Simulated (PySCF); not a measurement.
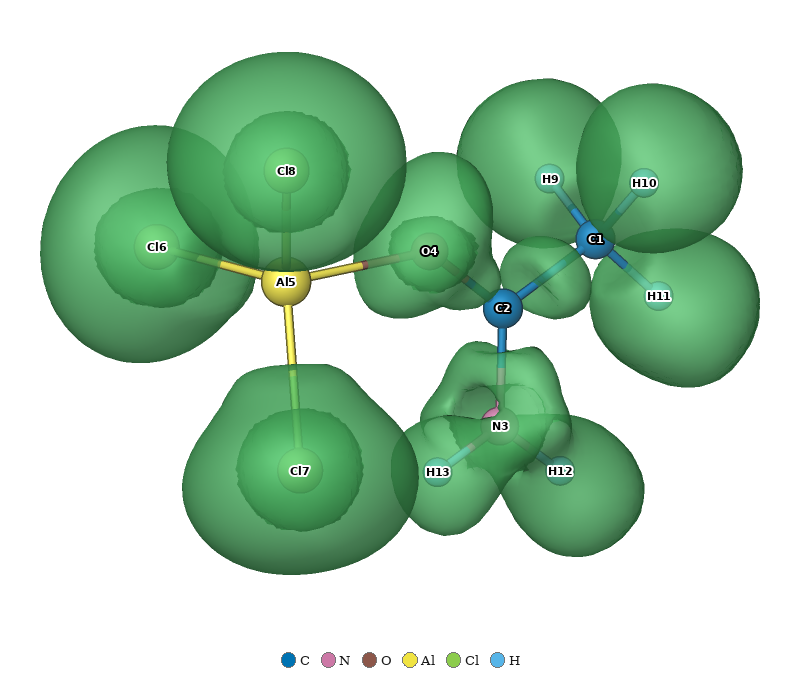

C₂H₅AlCl₃NO (SMILES C/C(N)=[O+]/[Al-]([Cl])([Cl])[Cl]). Isosurface of the ELF at 0.75 (green), seen at a tilt. Only the valence region is drawn (cores and ρ < 0.01 e/Å³ removed).

Geometry: PBE0-D3(BJ)/def2-SVP.

Theory: PySCF 2.14.0, PBE0/pcSseg-1, SCF density, gas phase, non-relativistic.

Input

```
{"job": {"kind": "nmr", "xc": "PBE0", "basis": "pcSseg-1"}, "charge": 0, "multiplicity": 1}
C      1.987230     0.276840    -0.333858
C      0.604235    -0.060267     0.106927
N      0.405626    -1.057517     0.946413
O     -0.342039     0.625789    -0.350524
Al    -2.196824     0.525333    -0.412470
Cl    -2.551875    -0.582006    -2.177957
Cl    -2.661050    -0.608957     1.372147
Cl    -2.879338     2.517391    -0.356334
H      2.040195     0.149947    -1.425080
H      2.167368     1.340546    -0.123555
H      2.756960    -0.336738     0.149478
H      1.179955    -1.592209     1.314613
H     -0.553575    -1.239785     1.272257
```

Run with:

```sh
OMP_NUM_THREADS=1 python probes_run.py task.json out
```

What do the ELF domains correspond to?

The surface consists of one region between bonded C–C atoms (shared pairs), three regions around hydrogen nuclei, three regions on Cl in which the atom's valence shell and bonds are merged, one region on O in which the atom's valence shell and bonds are merged and one joined region spread over several atoms (H, N), in which their bonds and any lone pairs are merged. Along the contacts the grid gives the following. C–O (1.26 Å): the ELF peaks at about 0.85 between the atoms; a short, strongly polar bond. C–N (1.32 Å): the ELF peaks at about 0.90 between the atoms (localised, covalent bonding).
